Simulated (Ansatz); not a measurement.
Run report: Al₁₆Ru, geometry relaxation (part 2 of 2)

The same run, continued: Al₁₆Ru (slab, 17 atoms in the cell); DFT r2SCAN-D3(BJ), scalar-relativistic, plane waves, PAW, PAW set soft_1, no spin polarisation (Ansatz 0.2.0); cutoff 500 eV, 3×3×1 k-mesh, Gaussian smearing of 0.15 eV. The input holds or restrains some coordinates. Forces given for the steps count only the free coordinates. It belongs to a series of runs on one base structure; here: end point A relaxed.

Geometry of the input (Å; fractional positions):
```
5.7276  0.0000  0.0000
2.8638  4.9602  0.0000
0.0000  0.0000  18.0148
Al 0.0000  0.0000  0.0555
Al 0.5000  0.0000  0.0555
Al -0.0000  0.5000  0.0555
Al 0.5000  0.5000  0.0555
Al 0.1667  0.1667  0.1853
Al 0.6667  0.1667  0.1853
Al 0.1667  0.6667  0.1853
Al 0.6667  0.6667  0.1853
Al -0.1667  0.3333  0.3151
Al 0.3333  0.3333  0.3151
Al -0.1667  0.8333  0.3151
Al 0.3333  0.8333  0.3151
Al 0.0000  0.0000  0.4449
Al 0.5000  0.0000  0.4449
Al -0.0000  0.5000  0.4449
Al 0.5000  0.5000  0.4449
Ru 0.0054  0.2514  0.5759
```

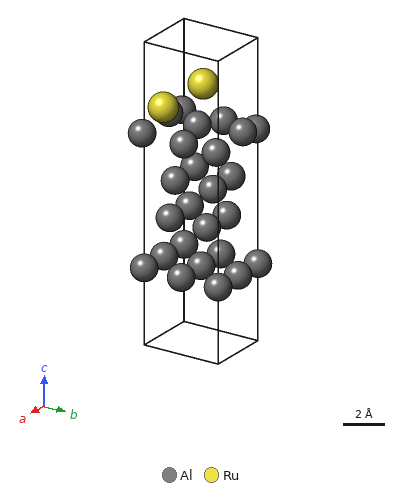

Figure 1. The geometry at step 6 of the log (spheres-only view of the cell of the calculation, with the vacuum cut short, seen slightly off an axis).

Output, continued:
```
--- Per-component energies (eV) ---
  E_band       = -449.688633
  E_kinetic    = 817.526194
[...]
  E_local      = -9363.456273  (includes V_loc(G=0)·N_el)
  E_nonlocal   = 574.981293
  E_hartree    = 4283.425502
  E_xc         = -714.701536
  E_vxc        = -729.621928  (∫ρ·V_xc dr)
  E_paw        = -11121.778200  (= ΣΔE_a)
  E_vpaw       = -353.373461  (= ΣTr[D̂ρ^β])
  E_aug_tail   = 0.000653  (compensation charges beyond the density's cutoff)
  E_vtau       = 37.405821  (kinetic-family band-sum trace: ∫τ·v_τ [+ j·A + Jᵃ·Aᵃ] dr)
  E_ewald      = 992.130169
  E_disp       = -2.056580  (pairwise vdW)
  E_core_change = -1.272682  (= ΣΔE_core)
  E_smearing   = -0.037738  (= −TS)
  E_closure    = 0.000000  (closes the sum)
  Σ components = -14535.239200   (vs F -14535.239200, Δ=0.00e0)
--- Forces (eV/Å), atoms counted from 1 ---
  atom   1  Al     0.05171336     0.12237267    -0.02463155
  atom   2  Al    -0.03697725     0.02131032     0.06542919
  atom   3  Al    -0.08018561    -0.10599482    -0.02462890
  atom   4  Al     0.06764468    -0.03908419    -0.01135863
  atom   5  Al    -0.00008933     0.00003370     0.00187400
  atom   6  Al    -0.00143766    -0.00019191     0.00045542
  atom   7  Al    -0.00167477     0.00096913     0.00062065
  atom   8  Al    -0.00053781     0.00135769     0.00047123
  atom   9  Al     0.00275586    -0.00154536     0.00145443
  atom  10  Al    -0.00003619    -0.00210034    -0.00316675
  atom  11  Al     0.00090804    -0.00058776    -0.00307851
  atom  12  Al     0.00180802     0.00116628    -0.00302694
  atom  13  Al    -0.00618697    -0.00255158    -0.00298568
  atom  14  Al     0.00045099    -0.00012090     0.00022516
  atom  15  Al    -0.00113739     0.00675704    -0.00268638
  atom  16  Al    -0.00077962     0.00045187    -0.00144134
  atom  17  Ru     0.00378318    -0.00225326     0.00635669
  max |Σ_I F_I| component: 1.18e-4 eV/Å
--- Band table (eV; the first three rows and the last of 5) ---
  k-point 0: bands = ["-70.6526", "-40.1417", "-39.9707", "-39.8885", "-8.6302", "-7.3987", "-5.6754", "-3.3175", "-2.5468", "-2.5397", "-2.4384", "-2.3787", "-2.3418", "-2.3209", "-1.5522", "-1.5291", "-1.4407", "-1.3335", "-1.2953", "-1.0966", "-0.6918", "-0.2851", "-0.1092", "0.0575", "0.1806", "0.3231", "0.8267", "1.3615", "1.6543", "1.6887", "2.0563", "2.1604", "2.7074", "3.0355", "3.5197", "3.6101", "3.6318", "3.6815", "3.8419", "4.4668", "4.9484", "5.2432", "5.3429", "5.6277", "5.7464", "5.7638", "6.6887", "7.0405", "7.7234"]
  k-point 1: bands = ["-70.6526", "-40.1417", "-39.9707", "-39.8885", "-7.9255", "-6.7042", "-5.8316", "-4.9927", "-4.6428", "-3.7949", "-3.7286", "-2.9977", "-2.7774", "-2.5780", "-2.4401", "-1.1889", "-0.9934", "-0.6538", "-0.3302", "0.1337", "0.2197", "0.5319", "0.6785", "0.9079", "1.0664", "1.5790", "1.6845", "1.8130", "2.0870", "2.3931", "2.5028", "2.6219", "3.0972", "3.5254", "3.6703", "3.8162", "3.9151", "4.1637", "4.3693", "4.4656", "5.0074", "5.2845", "5.4312", "5.4700", "5.7394", "6.2728", "6.5198", "7.0315", "7.2412"]
  k-point 2: bands = ["-70.6526", "-40.1417", "-39.9707", "-39.8885", "-7.9271", "-6.7109", "-5.8246", "-5.0041", "-4.6033", "-3.7708", "-3.7650", "-2.9968", "-2.6671", "-2.6360", "-2.4962", "-1.1300", "-1.0610", "-0.6472", "-0.2964", "0.1486", "0.1724", "0.5564", "0.7076", "0.9791", "0.9877", "1.4214", "1.6976", "1.9271", "2.0558", "2.2923", "2.5146", "2.5196", "3.0668", "3.4759", "3.7435", "3.8490", "3.8625", "4.1595", "4.4236", "4.5772", "5.1094", "5.2600", "5.5370", "5.6283", "5.6815", "6.1214", "6.4167", "7.0410", "7.3070"]
  k-point 4: bands = ["-70.6526", "-40.1417", "-39.9707", "-39.8885", "-6.5926", "-6.5363", "-6.4577", "-5.4361", "-5.3271", "-5.1772", "-3.6772", "-3.6292", "-3.5660", "-1.3799", "-1.2755", "-1.1857", "-0.5128", "-0.4079", "-0.4017", "0.2101", "0.2867", "0.3497", "0.9344", "0.9871", "1.0715", "1.1015", "1.3305", "1.8416", "1.8991", "1.9659", "2.4175", "3.2366", "3.8107", "3.8807", "4.2535", "4.4348", "5.2765", "5.3577", "5.4063", "5.5064", "5.5379", "5.6636", "5.7791", "5.9264", "6.0671", "6.5436", "6.6034", "6.7601", "6.8144"]
--- Relaxed structure (10 steps of the walk, 10 accepted, 0 SCFs on fresh bases) ---
  F+E_penalty+E_count = -14535.23919985 eV   max|allowed force component| = 6.714e-3 eV/Å
  atoms:
    - { symbol: Al, position: [0.0, 0.0, 0.05550989999999999] }
    - { symbol: Al, position: [0.49999999999999994, 0.0, 0.05550989999999999] }
    - { symbol: Al, position: [0.0, 0.49999999999999994, 0.05550989999999999] }
    - { symbol: Al, position: [0.5, 0.49999999999999994, 0.05550989999999999] }
    - { symbol: Al, position: [0.16721720427445463, 0.1663828446373645, 0.182434422052975] }
    - { symbol: Al, position: [0.6632475634607335, 0.17009141204190817, 0.1800013342007377] }
    - { symbol: Al, position: [0.16808368438285048, 0.6659498231977741, 0.18260088500286567] }
    - { symbol: Al, position: [0.6632461819773805, 0.6666447980245395, 0.18000321931455313] }
    - { symbol: Al, position: [-0.16885949891097932, 0.33441114616843004, 0.3036706844617577] }
    - { symbol: Al, position: [0.34027792538591645, 0.3262608418826465, 0.31213437489688173] }
    - { symbol: Al, position: [-0.1737699650830082, 0.8368778643932928, 0.30257982086486085] }
    - { symbol: Al, position: [0.3402613499713791, 0.8334342152872153, 0.3121395420057156] }
    - { symbol: Al, position: [-0.037550386943290485, -0.01032012253107347, 0.4270817083143298] }
    - { symbol: Al, position: [0.3870293487148637, 0.05643110014664537, 0.4657077372368378] }
    - { symbol: Al, position: [-0.03747779328073214, 0.5477747705592814, 0.4270598482417062] }
    - { symbol: Al, position: [0.491474456775949, 0.5042406720484727, 0.44181176279784445] }
    - { symbol: Ru, position: [-0.09679783660958546, 0.298412352524006, 0.5158699321142226] }
```

Trajectory as extended XYZ (Å, eV, eV/Å), 6 of the 10 frames kept, from step=1 to step=10:
```
17
Lattice="5.7276 0.0000 0.0000 2.8638 4.9602 0.0000 0.0000 0.0000 18.0148" Properties=species:S:1:pos:R:3:forces:R:3 step=1 energy=-14531.92872
Al    0.0000    0.0000    1.0000   -0.0070  -0.0238   0.1371
Al    2.8638    0.0000    1.0000   -0.0069   0.0025   0.1496
Al    1.4319    2.4801    1.0000    0.0166   0.0190   0.1364
Al    4.2957    2.4801    1.0000   -0.0039   0.0027   0.1170
Al    1.4319    0.8267    3.3383   -0.0137   0.0081   0.0438
Al    4.2957    0.8267    3.3383    0.0335   0.0115  -0.0763
Al    2.8638    3.3068    3.3383   -0.0333   0.0182  -0.1501
Al    5.7276    3.3068    3.3383    0.0080  -0.0340  -0.0751
Al    0.0000    1.6534    5.6765   -0.0326   0.0181   0.0491
Al    2.8638    1.6534    5.6765    0.0245  -0.0295   0.0515
Al    1.4319    4.1335    5.6765   -0.0045   0.0021  -0.0258
Al    4.2957    4.1335    5.6765    0.0382  -0.0052   0.0520
Al    0.0000    0.0000    8.0148    0.2333   0.3865   1.4822
Al    2.8638    0.0000    8.0148   -0.3356   0.1979   0.5772
Al    1.4319    2.4801    8.0148   -0.2057  -0.3762   1.4991
Al    4.2957    2.4801    8.0148    0.3083  -0.1773   0.5235
Ru    0.7511    1.2472   10.3748   -0.0192  -0.0206  -4.4893
17
Lattice="5.7276 0.0000 0.0000 2.8638 4.9602 0.0000 0.0000 0.0000 18.0148" Properties=species:S:1:pos:R:3:forces:R:3 step=3 energy=-14533.76463
Al    0.0000    0.0000    1.0000    0.0284   0.0210   0.1910
Al    2.8638    0.0000    1.0000   -0.0440   0.0245   0.2663
Al    1.4319    2.4801    1.0000   -0.0043  -0.0344   0.1898
Al    4.2957    2.4801    1.0000    0.0158  -0.0089   0.2304
Al    1.4309    0.8273    3.3427   -0.0151   0.0082   0.0132
Al    4.2993    0.8288    3.3339    0.0426   0.0299  -0.0130
Al    2.8612    3.3082    3.3277   -0.0244   0.0138  -0.0507
Al    5.7276    3.3028    3.3340   -0.0040  -0.0507  -0.0127
Al   -0.0012    1.6540    5.6841   -0.0088   0.0035  -0.0275
Al    2.8658    1.6523    5.6893    0.0302  -0.0039   0.1289
Al    1.4337    4.1326    5.6856    0.0375  -0.0187   0.1234
Al    4.2976    4.1325    5.6896    0.0174  -0.0214   0.1331
Al    0.0048    0.0075    8.1066   -0.1514  -0.2807   0.2926
Al    2.8286    0.0210    8.0718   -0.4253   0.2532   0.5126
Al    1.4304    2.4765    8.1019    0.1976   0.3237   0.2231
Al    4.3274    2.4621    8.0657    0.3567  -0.2005   0.4384
Ru    0.7469    1.2424    9.9850   -0.0488  -0.0586  -2.6392
17
Lattice="5.7276 0.0000 0.0000 2.8638 4.9602 0.0000 0.0000 0.0000 18.0148" Properties=species:S:1:pos:R:3:forces:R:3 step=5 energy=-14534.80292
Al    0.0000    0.0000    1.0000    0.0648   0.1027   0.2141
Al    2.8638    0.0000    1.0000   -0.0632   0.0361   0.3632
Al    1.4319    2.4801    1.0000   -0.0567  -0.1074   0.2123
Al    4.2957    2.4801    1.0000    0.0540  -0.0310   0.4124
Al    1.4352    0.8248    3.3508    0.0056  -0.0032  -0.0557
Al    4.3020    0.8348    3.3341   -0.0189   0.0012  -0.0415
Al    2.8513    3.3141    3.3424    0.0080  -0.0040  -0.0304
Al    5.7239    3.2975    3.3345   -0.0101   0.0173  -0.0404
Al    0.0032    1.6514    5.6397    0.0303  -0.0159  -0.1934
Al    2.8928    1.6473    5.6971    0.0730  -0.0556   0.0088
Al    1.4243    4.1395    5.6798   -0.0408   0.0282  -0.0898
Al    4.3156    4.1123    5.6989    0.0845  -0.0346   0.0110
Al   -0.0664   -0.0829    7.9545   -0.2237  -0.5381  -0.4780
Al    2.7065    0.0929    8.1640   -0.4635   0.2693   0.3824
Al    1.4729    2.5842    7.9461    0.3474   0.4462  -0.4610
Al    4.4218    2.4084    8.1448    0.3492  -0.1964   0.3348
Ru    0.7294    1.2403    9.5907   -0.1396   0.0850  -0.5532
17
Lattice="5.7276 0.0000 0.0000 2.8638 4.9602 0.0000 0.0000 0.0000 18.0148" Properties=species:S:1:pos:R:3:forces:R:3 step=6 energy=-14535.10363
Al    0.0000    0.0000    1.0000    0.0700   0.1214   0.1556
Al    2.8638    0.0000    1.0000   -0.0452   0.0261   0.2927
Al    1.4319    2.4801    1.0000   -0.0701  -0.1209   0.1547
Al    4.2957    2.4801    1.0000    0.0534  -0.0303   0.3479
Al    1.4401    0.8222    3.3318    0.0050  -0.0024  -0.0415
Al    4.2964    0.8349    3.3087   -0.0083   0.0195  -0.0642
Al    2.8545    3.3126    3.3347    0.0453  -0.0261  -0.0404
Al    5.7213    3.3029    3.3093   -0.0204  -0.0018  -0.0639
Al    0.0220    1.6413    5.5765    0.0534  -0.0278  -0.0847
Al    2.9262    1.6299    5.6835    0.0802  -0.0600  -0.0632
Al    1.4128    4.1472    5.6142   -0.0463   0.0247  -0.2677
Al    4.3476    4.0924    5.6856    0.0951  -0.0399  -0.0641
Al   -0.1062   -0.1504    7.8145    0.1546   0.1005  -0.1304
Al    2.5947    0.1575    8.2485    0.0036  -0.0030  -0.0764
Al    1.5107    2.6501    7.8094   -0.0079  -0.1844  -0.1313
Al    4.5072    2.3598    8.2105   -0.1090   0.0636  -0.1393
Ru    0.6792    1.2667    9.4043   -0.2534   0.1405   0.2184
17
Lattice="5.7276 0.0000 0.0000 2.8638 4.9602 0.0000 0.0000 0.0000 18.0148" Properties=species:S:1:pos:R:3:forces:R:3 step=8 energy=-14535.23608
Al    0.0000    0.0000    1.0000    0.0730   0.1119  -0.0384
Al    2.8638    0.0000    1.0000   -0.0193   0.0114   0.0611
Al    1.4319    2.4801    1.0000   -0.0604  -0.1187  -0.0387
Al    4.2957    2.4801    1.0000    0.0823  -0.0470   0.0030
Al    1.4602    0.8106    3.2844   -0.0028   0.0017   0.0001
Al    4.3097    0.8312    3.2440   -0.0017   0.0067   0.0052
Al    2.8911    3.2914    3.2866    0.0130  -0.0075   0.0026
Al    5.7310    3.2930    3.2442   -0.0069  -0.0021   0.0053
Al    0.0416    1.6298    5.4720   -0.0384   0.0221  -0.0004
Al    2.9284    1.5910    5.6231    0.0017   0.0147  -0.0246
Al    1.4441    4.1273    5.4492   -0.0058   0.0032   0.0248
Al    4.3823    4.1100    5.6234   -0.0121  -0.0098  -0.0234
Al   -0.1893   -0.0867    7.6941    0.0053   0.0633   0.0293
Al    2.4292    0.2510    8.3978    0.0009  -0.0011   0.0011
Al    1.4131    2.6870    7.6921   -0.0520  -0.0348   0.0308
Al    4.3127    2.4706    7.9464    0.0251  -0.0140   0.0284
Ru    0.3496    1.4529    9.2934   -0.0019   0.0001  -0.0663
17
Lattice="5.7276 0.0000 0.0000 2.8638 4.9602 0.0000 0.0000 0.0000 18.0148" Properties=species:S:1:pos:R:3:forces:R:3 step=10 energy=-14535.23920
Al    0.0000    0.0000    1.0000    0.0517   0.1224  -0.0246
Al    2.8638    0.0000    1.0000   -0.0370   0.0213   0.0654
Al    1.4319    2.4801    1.0000   -0.0802  -0.1060  -0.0246
Al    4.2957    2.4801    1.0000    0.0676  -0.0391  -0.0113
Al    1.4342    0.8253    3.2865   -0.0001   0.0000   0.0018
Al    4.2859    0.8437    3.2427   -0.0015  -0.0002   0.0004
Al    2.8698    3.3033    3.2895   -0.0017   0.0010   0.0006
Al    5.7079    3.3067    3.2427   -0.0006   0.0014   0.0004
Al   -0.0095    1.6588    5.4706    0.0027  -0.0015   0.0015
Al    2.8833    1.6183    5.6230    0.0000  -0.0021  -0.0032
Al    1.4014    4.1511    5.4509    0.0009  -0.0006  -0.0031
Al    4.3356    4.1340    5.6231    0.0018   0.0012  -0.0030
Al   -0.2446   -0.0512    7.6938   -0.0062  -0.0025  -0.0029
Al    2.3783    0.2799    8.3896    0.0004  -0.0001   0.0003
Al    1.3541    2.7171    7.6934   -0.0011   0.0067  -0.0026
Al    4.2590    2.5011    7.9592   -0.0008   0.0005  -0.0014
Ru    0.3002    1.4802    9.2933    0.0038  -0.0023   0.0064
```

Summary:

```json
{"quantity": "outcome", "value": "converged under the restraints of the input"}
{"quantity": "electrons treated", "value": "64"}
{"quantity": "free energy", "value": "−14535.2392 eV"}
{"quantity": "Fermi energy", "value": "2.964 eV"}
{"quantity": "final volume", "value": "511.80 Å³"}
{"quantity": "largest force (length of the vector) at the end, held atoms and coordinates included", "value": "0.135 eV/Å"}
{"quantity": "hardware", "value": "2 threads of Arm Neoverse V2, 24 GiB of memory available, shared host"}
{"quantity": "wall time", "value": "5.5 min (CPU time 11 min)"}
{"quantity": "peak memory", "value": "1.7 GiB"}
```

Notes:

Notes on the run: the dispersion correction has no parameters fitted for this combination and takes those fitted for r2SCAN with other terms.
